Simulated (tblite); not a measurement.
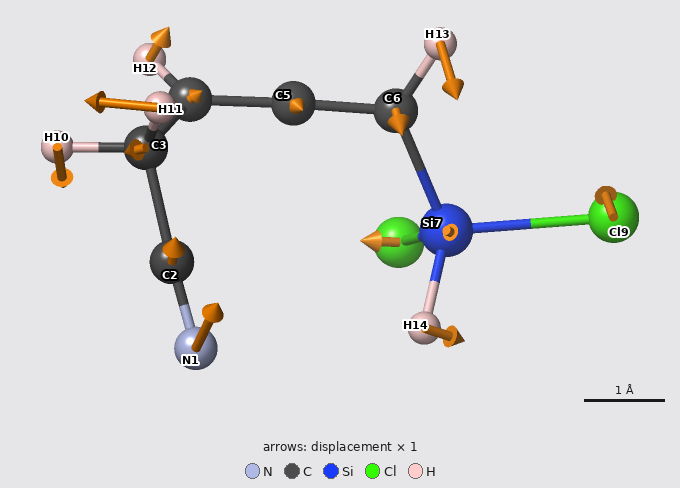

A relaxation of C₅H₅Cl₂NSi. The starting structure is drawn; orange arrows show the displacements, at their true length. The two geometries are superimposed by the best rigid fit.

The picture is a ball-and-stick view, seen from a free direction.

Method: tblite, GFN2-xTB geometry optimisation, gas phase. 

**What did the optimiser do to the structure, and how much energy did it gain?**

The largest move after the best rigid fit is that of an H atom, 1.09 Å. Largest moves by element: H 1.09 Å, N 1.02 Å, Cl 0.79 Å, C 0.46 Å, Si 0.25 Å. Near-neighbour distances that change, for instance: Cl–Si 2.117 → 2.018 Å, C–Si 1.813 → 1.887 Å, C–C 1.448 → 1.512 Å, C–C 1.485 → 1.441 Å. Among the angles between lasting bonds that change: C–C–H 128.6° → 115.5°, Si–C–H 128.0° → 117.7°, C–C–C 115.8° → 123.4°. Groups turn about C–C by about 55°, C–Si by about 35°. After 121 geometry steps the energy has fallen by 0.553 eV. The run took 1.2 s on 1 thread of Arm Neoverse V1 (shared host).
